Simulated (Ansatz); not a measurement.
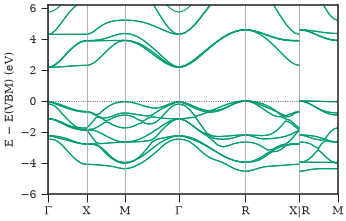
Figure. Band structure from r²SCAN with spin–orbit coupling in the plane-wave PAW code Ansatz

### Question
Read off the gap and where the band edges lie.

### Answer
About 2.2 eV (2.16 eV by a search for the band edges); maximum at R, minimum at Γ.

The material is BaTiO$_{3}$ (cubic perovskite, space group No. 221).

Space group Pm-3m (cubic perovskite). This is a known high-temperature phase of the composition, computed here at zero pressure and temperature. The r²SCAN relaxation kept the symmetry of its start. At this level the phase is dynamically unstable (imaginary phonons). The run is not spin-polarised.

Potentials: the later of the program's two PAW sets.
